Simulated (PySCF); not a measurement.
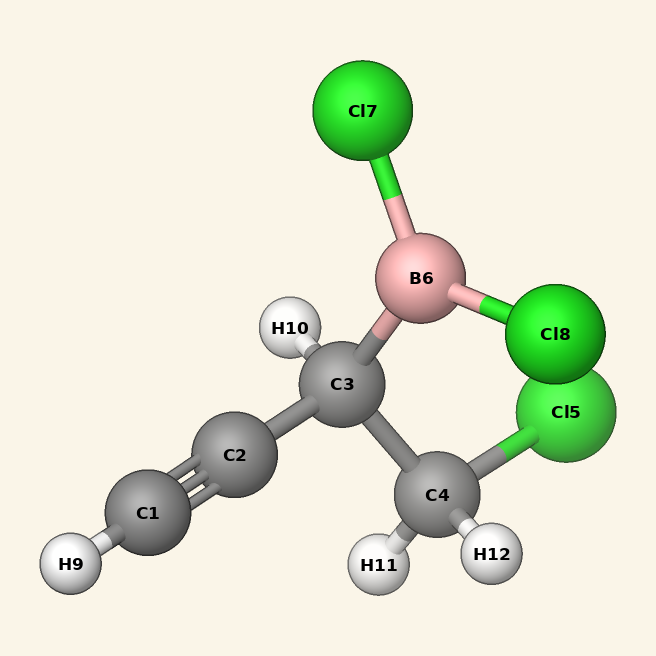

The geometry was computed by an optimisation with GFN2-xTB. No frequency run is at hand to confirm it as a minimum. Electric field gradients from the ground-state density, PBE0/pcSseg-1 (PySCF 2.14.0), non-relativistic apart from any core potentials.

Give the largest field-gradient component, the quadrupole coupling constant and the asymmetry for 35Cl at Cl5 (Q = −81.7 mb), 11B at B6 (Q = 40.59 mb), 35Cl at Cl7 (Q = −81.7 mb), 35Cl at Cl8 (Q = −81.7 mb), 2H at H9 (Q = 2.86 mb), 2H at H10 (Q = 2.86 mb), 2H at H11 (Q = 2.86 mb), 2H at H12 (Q = 2.86 mb).

| atom | V_zz (a.u.) | e²qQ/h (MHz) | η |
| --- | --- | --- | --- |
| Cl5 | 3.916 | −75.2 | 0.04 |
| B6 | 0.372 | 3.55 | 0.53 |
| Cl7 | 2.064 | −39.6 | 0.73 |
| Cl8 | 2.060 | −39.5 | 0.67 |
| H9 | 0.396 | 0.266 | 0.00 |
| H10 | 0.291 | 0.196 | 0.03 |
| H11 | 0.299 | 0.201 | 0.05 |
| H12 | 0.296 | 0.199 | 0.05 |

The geometry is semi-empirical. Around B such bond lengths and angles can be off by a tenth of an ångström or more and by several degrees, and values that hang on the shape move with them.
